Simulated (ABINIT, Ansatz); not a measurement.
## How the form of the self-energy moves the gap of K2TaNbO6 (P4/mmm)

How much does the gap of K2TaNbO6 (P4/mmm) depend on the approximation to the self-energy?

Method: LDA and many-body steps on it, plane waves, in ABINIT 10.8.3.

### 1. The starting structure

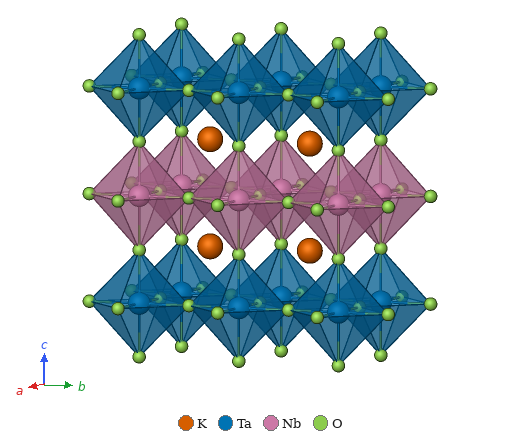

The starting structure, seen slightly off an axis (potassium orange, tantalum blue, niobium pink, oxygen green). 1×2×1 cells are drawn. Some periodic images of atoms are drawn too.

The cell and positions are those that the Materials Project relaxed with its own functionals (PBE, PBE+U or r2SCAN), kept fixed. Spin-orbit coupling is left out unless a step names it.

### 2. Empty states on the mesh, 2×2×1 mesh, 280 bands

This step: ABINIT 10.8.3; DFT, LDA, plane waves, norm-conserving pseudopotentials.

The sums over transitions need many empty states on a uniform mesh; this step solves for them.

Input file run.abi:

```
acell 3*1.0 Angstrom
rprim 
  4.051501000000 0.000000000000 0.000000000000
  0.000000000000 4.051501000000 0.000000000000
  0.000000000000 0.000000000000 8.099891000000
ntypat 4
znucl 19 73 41 8
natom 10
typat 1 1 2 3 4 4 4 4 4 4
xred 
  0.500000000000 0.500000000000 0.251188000000
  0.500000000000 0.500000000000 0.748812000000
  0.000000000000 0.000000000000 0.000000000000
  0.000000000000 0.000000000000 0.500000000000
  0.000000000000 0.000000000000 0.247978000000
  0.000000000000 0.000000000000 0.752022000000
  0.000000000000 0.500000000000 0.000000000000
  0.500000000000 0.000000000000 0.000000000000
  0.000000000000 0.500000000000 0.500000000000
  0.500000000000 0.000000000000 0.500000000000
pp_dirpath "pseudos"
pseudos "K.upf, Ta.upf, Nb.upf, O.upf"
ecut 37
ngkpt 2 2 1
nshiftk 1
shiftk 0 0 0
kptopt 1
chksymbreak 0
iscf -2
irdden 1
istwfk *1
nband 280
nbdbuf 24
tolwfr 1e-09
nstep 60
prtvol 0
indata_prefix "in"
outdata_prefix "out"
tmpdata_prefix "tmp"
```

Launch:

```
OMP_NUM_THREADS=1 mpirun -n 4 abinit run.abi > log
```

Numbers of over 12 decimals in the logs are rounded to 6 here.

What it wrote:

```text
.Version 10.8.3 of ABINIT. v10.8.2 released Aug 2026.

 Symmetries : space group P4/m m m (#123); Bravais tP (primitive tetrag.)
[... echo of the input left out ...]
== DATASET  1 ==================================================================
-   mpi_nproc: 4, omp_nthreads: 1 (-1 if OMP is not activated)
-    --> not optimal distribution: autoparal keyword recommended in input file <--

--- !DatasetInfo
iteration_state: {dtset: 1, }
dimensions: {natom: 10, nkpt: 3, mband: 280, nsppol: 1, nspinor: 1, nspden: 1, mpw: 9640, }
cutoff_energies: {ecut:  37.0, pawecutdg:  -1.0, }
[...]
2.93397    2.93397    2.94022    2.94913    2.94980    2.96023    2.96926    2.97134
   3.01266    3.01811    3.02872    3.02905    3.03153    3.03973    3.04632    3.05062
 prteigrs : prtvol=0 or 1, do not print more k-points.

== END DATASET(S) ==============================================================
================================================================================

 -outvars: echo values of variables after computation  --------
            nband         280
             nkpt           3
          spgroup         123
 [... the other variables as echoed above ...]

 Calculation completed.
```

Run time: 5.8 min. Hardware: 4 MPI ranks of Arm Neoverse N1, shared host; peak memory 0.48 GiB; 23 min of CPU time.

Numbers from this step:

- gap: 1.316 eV
- k of the valence top: 0.5, 0.5, 0
- k of the conduction bottom: 0, 0, 0
- least direct gap: 1.783 eV
- k points computed: 3
- lowest point of the top converged band, above the valence top: 72.9532 eV

On this mesh the gap is 1.316 eV.

The density comes from a self-consistent run that is not shown.

### 3. Screening, 2×2×1 mesh, 128 bands, screening to 114.3 eV

The RPA dielectric matrix is built and inverted for each q.

This step: RPA screening on LDA, plane waves, norm-conserving pseudopotentials.

run.abi, as its differences from that of step 2:

```diff
@@ -28,10 +28,11 @@
 chksymbreak 0
-iscf -2
-irdden 1
 istwfk *1
-nband 280
-nbdbuf 24
-tolwfr 1e-09
-nstep 60
-prtvol 0
+occopt 1
+irdwfk 1
+optdriver 3
+nband 128
+ecuteps 4.2
+inclvkb 2
+awtr 1
+symchi 1
 indata_prefix "in"
```

What it wrote:

```text
.Version 10.8.3 of ABINIT. v10.8.2 released Aug 2026.

 Symmetries : space group P4/m m m (#123); Bravais tP (primitive tetrag.)
[... echo of the input left out ...]
== DATASET  1 ==================================================================
-   mpi_nproc: 4, omp_nthreads: 1 (-1 if OMP is not activated)

--- !DatasetInfo
iteration_state: {dtset: 1, }
dimensions: {natom: 10, nkpt: 3, mband: 128, nsppol: 1, nspinor: 1, nspden: 1, mpw: 9640, }
cutoff_energies: {ecut:  37.0, pawecutdg:  -1.0, }
electrons: {nelect:   8.00000000E+01, charge:   0.00000000E+00, occopt:   1.00000000E+00, tsmear:   1.00000000E-02, }

 SCREENING: Calculation of the susceptibility and dielectric matrices

 Based on a program developped by R.W. Godby, V. Olevano, G. Onida, and L. Reining.
 Incorporated in ABINIT by V. Olevano, G.-M. Rignanese, and M. Torrent.
.Using double precision arithmetic ; gwpc =  8

[... cell and pseudopotentials left out ...]
--------------------------------------------------------------------------------

 ==== K-mesh for the wavefunctions ====
 Number of points in the irreducible wedge :     3
[... list of points left out ...]
 Together with 16 symmetry operations and time-reversal symmetry
 yields     4 points in the full Brillouin Zone.

 ==== Q-mesh for the screening function ====
 Number of points in the irreducible wedge :     3
[... list of points left out ...]
 Together with 16 symmetry operations and time-reversal symmetry
 yields     4 points in the full Brillouin Zone.

 setmesh: FFT mesh size selected  =    27x   27x   60
          total number of points  =        43740

 vcoul_init : cutoff-mode = AUXILIARY_FUNCTION
 q-points for optical limit:   1
     1)      0.000010    0.000020    0.000030

- screening: taking advantage of time-reversal symmetry
- Maximum band index for partially occupied states nbvw = 40
- Remaining bands to be divided among processors   nbcw = 88
- Number of bands treated by each node ~22

 Number of electrons calculated from density =   80.0000; Expected =   80.0000
 average of density, n =  0.089163
 r_s =    1.3886
 omega_plasma =   28.8036 [eV]

 calculating chi0 at frequencies [eV] :
  1    0.000000E+00    0.000000E+00
  2    0.000000E+00    2.880360E+01

--------------------------------------------------------------------------------
  q-point number  1        q = ( 0.000000, 0.000000, 0.000000) [r.l.u.]
--------------------------------------------------------------------------------
[... chi0 elements left out ...]
 For q-point:  0.000010 0.000020 0.000030
  dielectric constant =  12.1817
  dielectric constant without local fields =  13.0261

  Average fulfillment of the sum rule on Im[epsilon] for q-point    1 :     50.69  [%]
[... wings left out ...]
  q-point number  2        q = ( 0.500000, 0.000000, 0.000000) [r.l.u.]
--------------------------------------------------------------------------------
[... chi0 elements left out ...]
  Average fulfillment of the sum rule on Im[epsilon] for q-point    2 :     53.56  [%]

 [... 1 further q-points ...]
```

Elapsed: 80 s, on 4 MPI ranks; peak memory 1.6 GiB; 5.3 min of CPU time.

This step gave:

```
ε∞ with local fields, on this mesh, along the program's q direction : 12.18
the same without local fields                                       : 13.03
plasma frequency                                                    : 28.80 eV
plane waves in the screening matrix                                 : 371
```

Local fields lower ε∞ by 6 %. On a Γ-centred mesh this coarse the value itself is usually too large, while a short band sum pulls it down.

### 4. G0W0, Godby-Needs plasmon pole

The self-energy is evaluated for the states that the input lists, and the levels follow from it, in one-shot runs by the linearised quasiparticle equation.

This step: G0W0 on LDA, plane waves, norm-conserving pseudopotentials.

run.abi, as its differences from that of step 3:

```diff
@@ -31,8 +31,19 @@
 irdwfk 1
-optdriver 3
+optdriver 4
 nband 128
+gwcalctyp 0
+ecutsigx 37
+symsigma 1
+nkptgw 3
+kptgw 
+  0.5000000000 0.5000000000 0.0000000000
+  0.0000000000 0.0000000000 0.0000000000
+  0.5000000000 0.0000000000 0.0000000000
+bdgw 
+  38 42
+  39 43
+  39 42
 ecuteps 4.2
-inclvkb 2
-awtr 1
-symchi 1
+irdscr 1
+ppmodel 1
 indata_prefix "in"
```

What it wrote:

```text
.Version 10.8.3 of ABINIT. v10.8.2 released Aug 2026.

 Symmetries : space group P4/m m m (#123); Bravais tP (primitive tetrag.)
[... echo of the input left out ...]
== DATASET  1 ==================================================================
-   mpi_nproc: 4, omp_nthreads: 1 (-1 if OMP is not activated)

--- !DatasetInfo
iteration_state: {dtset: 1, }
dimensions: {natom: 10, nkpt: 3, mband: 128, nsppol: 1, nspinor: 1, nspden: 1, mpw: 9640, }
cutoff_energies: {ecut:  37.0, pawecutdg:  -1.0, }
electrons: {nelect:   8.00000000E+01, charge:   0.00000000E+00, occopt:   1.00000000E+00, tsmear:   1.00000000E-02, }

 SIGMA: Calculation of the GW corrections

 Based on a program developped by R.W. Godby, V. Olevano, G. Onida, and L. Reining.
 Incorporated in ABINIT by V. Olevano, G.-M. Rignanese, and M. Torrent.
.Using double precision arithmetic ; gwpc =  8

[... cell and pseudopotentials left out ...]
--------------------------------------------------------------------------------

 ==== K-mesh for the wavefunctions ====
 Number of points in the irreducible wedge :     3
[... list of points left out ...]
 Together with 16 symmetry operations and time-reversal symmetry
 yields     4 points in the full Brillouin Zone.

 ==== Q-mesh for screening function ====
 Number of points in the irreducible wedge :     3
[... list of points left out ...]
 Together with 16 symmetry operations and time-reversal symmetry
 yields     4 points in the full Brillouin Zone.

 vcoul_init : cutoff-mode = AUXILIARY_FUNCTION
 q-points for optical limit:   1
     1)      0.000010    0.000020    0.000030
 setmesh: FFT mesh size selected  =    45x   45x   90
          total number of points  =       182250

 Number of electrons calculated from density =   80.0000; Expected =   80.0000
 average of density, n =  0.089163
 r_s =    1.3886
 omega_plasma =   28.8036 [eV]

 === KS Band Gaps ===
  >>>> For spin  1
   Minimum direct gap =   1.7828 [eV], located at k-point      :   0.5000  0.0000  0.0000
   Fundamental gap    =   1.3158 [eV], Top of valence bands at :   0.5000  0.5000  0.0000
                                       Bottom of conduction at :   0.0000  0.0000  0.0000
 SIGMA fundamental parameters:
 PLASMON POLE MODEL  1
 number of plane-waves for SigmaX                 9629
 number of plane-waves for SigmaC and W            371
 number of plane-waves for wavefunctions          9629
 number of bands                                   128
 number of independent spin polarizations            1
 number of spinorial components                      1
 number of k-points in IBZ                           3
 number of q-points in IBZ                           3
 number of symmetry operations                      16
 number of k-points in BZ                            4
 number of q-points in BZ                            4
 number of frequencies for dSigma/dE                 9
 frequency step for dSigma/dE [eV]                0.25
 number of omega for Sigma on real axis              0
 max omega for Sigma on real axis  [eV]           0.00
 zcut for avoiding poles [eV]                     0.10

 EPSILON^-1 parameters (SCR file):
 dimension of the eps^-1 matrix on file            371
 dimension of the eps^-1 matrix used               371
 number of plane-waves for wavefunctions          9629
 number of bands                                   128
 number of q-points in IBZ                           3
 number of frequencies                               2
 number of real frequencies                          1
 number of imag frequencies                          1

 matrix elements of self-energy operator (all in [eV])

 Perturbative Calculation

--- !SelfEnergy_ee
iteration_state: {dtset: 1, }
kpoint     : [   0.500,    0.500,    0.000, ]
spin       : 1
KS_gap     :    4.084
QP_gap     :    5.582
Delta_QP_KS:    1.499
data: !SigmaeeData |
     Band     E0 <VxcDFT>   SigX SigC(E0)      Z dSigC/dE  Sig(E)    E-E0       E
       38   4.921 -19.856 -25.043   5.526   0.760  -0.316 -19.599   0.258   5.179
       39   4.921 -19.856 -25.043   5.526   0.760  -0.316 -19.599   0.258   5.179
       40   4.980 -19.825 -25.041   5.500   0.764  -0.310 -19.608   0.217   5.197
       41   9.064 -18.489 -12.286  -3.999   0.779  -0.284 -16.773   1.716  10.779
       42   9.064 -18.489 -12.286  -3.999   0.779  -0.284 -16.773   1.716  10.779

--- !SelfEnergy_ee
iteration_state: {dtset: 1, }
kpoint     : [   0.000,    0.000,    0.000, ]
spin       : 1
KS_gap     :    2.020
QP_gap     :    3.475
Delta_QP_KS:    1.455
data: !SigmaeeData |
     Band     E0 <VxcDFT>   SigX SigC(E0)      Z dSigC/dE  Sig(E)    E-E0       E
       39   4.275 -19.996 -25.476   5.609   0.766  -0.306 -19.897   0.099   4.374
[...]
--- !SelfEnergy_ee
iteration_state: {dtset: 1, }
kpoint     : [   0.500,    0.000,    0.000, ]
spin       : 1
KS_gap     :    1.783
QP_gap     :    3.138
Delta_QP_KS:    1.355
data: !SigmaeeData |
     Band     E0 <VxcDFT>   SigX SigC(E0)      Z dSigC/dE  Sig(E)    E-E0       E
[...]
40   4.884 -19.778 -24.946   5.507   0.760  -0.315 -19.520   0.257   5.141
       41   6.667 -15.714  -9.470  -4.241   0.805  -0.242 -14.101   1.612   8.279
       42   8.789 -18.585 -12.521  -3.910   0.780  -0.282 -16.905   1.680  10.469

 New Fermi energy :        2.253680E-01 Ha ,    6.132577E+00 eV

 === QP Band Gaps ===
  >>>> For spin  1
   Minimum direct gap =   3.1379 [eV], located at k-point      :   0.5000  0.0000  0.0000
   Fundamental gap    =   2.6519 [eV], Top of valence bands at :   0.5000  0.5000  0.0000
                                       Bottom of conduction at :   0.0000  0.0000  0.0000

== END DATASET(S) ==============================================================
================================================================================

 -outvars: echo values of variables after computation  --------
           etotal      0.0000000000E+00
            nband         128
             nkpt           3
          spgroup         123
 [... the other variables as echoed above ...]

 Calculation completed.
```

Run time: 29 s. Hardware: 4 MPI ranks; peak memory 1.1 GiB.

This step gave:

- G0W0 gap on the points computed: 2.652 eV
- starting gap on the mesh: 1.316 eV
- k of the valence top: 0.5, 0.5, 0
- k of the conduction bottom: 0, 0, 0
- Z at the valence top: 0.764
- Z at the conduction bottom: 0.802
- least direct G0W0 gap on the computed points: 3.138 eV

The gap on the mesh goes from 1.32 eV to 2.65 eV, a correction of +1.34 eV.

### 5. G0W0, von der Linden-Horsch plasmon pole

run.abi, as its differences from that of step 4:

```diff
@@ -47,3 +47,3 @@
 irdscr 1
-ppmodel 1
+ppmodel 3
 indata_prefix "in"
```

What it wrote:

```text
.Version 10.8.3 of ABINIT. v10.8.2 released Aug 2026.

 Symmetries : space group P4/m m m (#123); Bravais tP (primitive tetrag.)
[... echo of the input left out ...]
== DATASET  1 ==================================================================
-   mpi_nproc: 4, omp_nthreads: 1 (-1 if OMP is not activated)

--- !DatasetInfo
iteration_state: {dtset: 1, }
dimensions: {natom: 10, nkpt: 3, mband: 128, nsppol: 1, nspinor: 1, nspden: 1, mpw: 9640, }
cutoff_energies: {ecut:  37.0, pawecutdg:  -1.0, }
electrons: {nelect:   8.00000000E+01, charge:   0.00000000E+00, occopt:   1.00000000E+00, tsmear:   1.00000000E-02, }

 SIGMA: Calculation of the GW corrections

 Based on a program developped by R.W. Godby, V. Olevano, G. Onida, and L. Reining.
 Incorporated in ABINIT by V. Olevano, G.-M. Rignanese, and M. Torrent.
.Using double precision arithmetic ; gwpc =  8

[... cell and pseudopotentials left out ...]
--------------------------------------------------------------------------------

 ==== K-mesh for the wavefunctions ====
 Number of points in the irreducible wedge :     3
[... list of points left out ...]
 Together with 16 symmetry operations and time-reversal symmetry
 yields     4 points in the full Brillouin Zone.

 ==== Q-mesh for screening function ====
 Number of points in the irreducible wedge :     3
[... list of points left out ...]
 Together with 16 symmetry operations and time-reversal symmetry
 yields     4 points in the full Brillouin Zone.

 vcoul_init : cutoff-mode = AUXILIARY_FUNCTION
 q-points for optical limit:   1
     1)      0.000010    0.000020    0.000030
 setmesh: FFT mesh size selected  =    45x   45x   90
          total number of points  =       182250

 Number of electrons calculated from density =   80.0000; Expected =   80.0000
[...]
Perturbative Calculation

--- !SelfEnergy_ee
iteration_state: {dtset: 1, }
kpoint     : [   0.500,    0.500,    0.000, ]
spin       : 1
KS_gap     :    4.084
QP_gap     :    5.787
Delta_QP_KS:    1.704
data: !SigmaeeData |
     Band     E0 <VxcDFT>   SigX SigC(E0)      Z dSigC/dE  Sig(E)    E-E0       E
       38   4.921 -19.856 -25.043   5.502   0.827  -0.209 -19.595   0.261   5.182
       39   4.921 -19.856 -25.043   5.502   0.827  -0.209 -19.595   0.261   5.182
       40   4.980 -19.825 -25.041   5.466   0.830  -0.205 -19.618   0.208   5.188
[...]
--- !SelfEnergy_ee
iteration_state: {dtset: 1, }
kpoint     : [   0.000,    0.000,    0.000, ]
spin       : 1
KS_gap     :    2.020
QP_gap     :    3.488
Delta_QP_KS:    1.468
data: !SigmaeeData |
     Band     E0 <VxcDFT>   SigX SigC(E0)      Z dSigC/dE  Sig(E)    E-E0       E
[...]
--- !SelfEnergy_ee
iteration_state: {dtset: 1, }
kpoint     : [   0.500,    0.000,    0.000, ]
spin       : 1
KS_gap     :    1.783
QP_gap     :    3.132
Delta_QP_KS:    1.349
data: !SigmaeeData |
     Band     E0 <VxcDFT>   SigX SigC(E0)      Z dSigC/dE  Sig(E)    E-E0       E
[...]
41   6.667 -15.714  -9.470  -4.367   0.855  -0.169 -14.108   1.605   8.272
       42   8.789 -18.585 -12.521  -3.839   0.836  -0.197 -16.726   1.859  10.648

 New Fermi energy :        2.251951E-01 Ha ,    6.127870E+00 eV

 === QP Band Gaps ===
  >>>> For spin  1
   Minimum direct gap =   3.1320 [eV], located at k-point      :   0.5000  0.0000  0.0000
   Fundamental gap    =   2.6443 [eV], Top of valence bands at :   0.5000  0.5000  0.0000
                                       Bottom of conduction at :   0.0000  0.0000  0.0000

== END DATASET(S) ==============================================================
================================================================================

 -outvars: echo values of variables after computation  --------
           etotal      0.0000000000E+00
            nband         128
             nkpt           3
          spgroup         123
 [... the other variables as echoed above ...]

 Calculation completed.
```

It took 18 s on 4 MPI ranks; peak memory 1.1 GiB.

This step gave:

```yaml
g0w0_gap_on_the_points_computed: 2.644 eV
starting_gap_on_the_mesh: 1.316 eV
k_of_the_valence_top: 0.5, 0.5, 0
k_of_the_conduction_bottom: 0, 0, 0
z_at_the_valence_top: 0.83
z_at_the_conduction_bottom: 0.851
least_direct_g0w0_gap_on_the_computed_points: 3.132 eV
```

Against G0W0 in ABINIT (2×2×1 mesh, 128 bands, screening to 114.3 eV, Godby-Needs plasmon pole), the gap moves by −0.008 eV.

### 6. G0W0, Engel-Farid plasmon pole

run.abi, as its differences from that of step 5:

```diff
@@ -47,3 +47,3 @@
 irdscr 1
-ppmodel 3
+ppmodel 4
 indata_prefix "in"
```

What it wrote:

```text
.Version 10.8.3 of ABINIT. v10.8.2 released Aug 2026.

 Symmetries : space group P4/m m m (#123); Bravais tP (primitive tetrag.)
[... echo of the input left out ...]
== DATASET  1 ==================================================================
-   mpi_nproc: 4, omp_nthreads: 1 (-1 if OMP is not activated)

--- !DatasetInfo
iteration_state: {dtset: 1, }
dimensions: {natom: 10, nkpt: 3, mband: 128, nsppol: 1, nspinor: 1, nspden: 1, mpw: 9640, }
cutoff_energies: {ecut:  37.0, pawecutdg:  -1.0, }
[...]
Minimum direct gap =   3.1206 [eV], located at k-point      :   0.5000  0.0000  0.0000
   Fundamental gap    =   2.6352 [eV], Top of valence bands at :   0.5000  0.5000  0.0000
                                       Bottom of conduction at :   0.0000  0.0000  0.0000

== END DATASET(S) ==============================================================
================================================================================

 -outvars: echo values of variables after computation  --------
           etotal      0.0000000000E+00
            nband         128
             nkpt           3
          spgroup         123
 [... the other variables as echoed above ...]

 Calculation completed.
```

Wall time 18 s (4 MPI ranks); peak memory 1.1 GiB.

Numbers from this step:

* G0W0 gap on the points computed: 2.635 eV
* starting gap on the mesh: 1.316 eV
* k of the valence top: 0.5, 0.5, 0
* k of the conduction bottom: 0, 0, 0
* least direct G0W0 gap on the computed points: 3.12 eV

Against G0W0 in ABINIT (2×2×1 mesh, 128 bands, screening to 114.3 eV, Godby-Needs plasmon pole), the gap moves by −0.017 eV.

(Continued in part 2 of 2.)

[Paths, hosts, dates, memory and timing lines, banners, echoed tables and standing remarks are left out of the program output.]

[Logs are printed without paths, hosts, clocks, repeated set-up lines and the standing remarks that a program may print on its own settings, such as how far it seeks lower states.]

[Runs of the session that timed out or met a known fault of the program may be left out.]

[Hosts, paths, dates, database ids (printed as entryN), source tags and the programs' standing remarks are cut or masked in the printed files.]

[G0W0 gaps are taken among the corrected bands and points alone; a level outside them can change the order at an edge.]

[Where Ansatz stands beside ABINIT at settings called matched, ABINIT's density can come from a denser mesh and the files from another edition; pairs whose starting gaps differed by over 0.03 eV were left out, so agreement reads better than it is.]
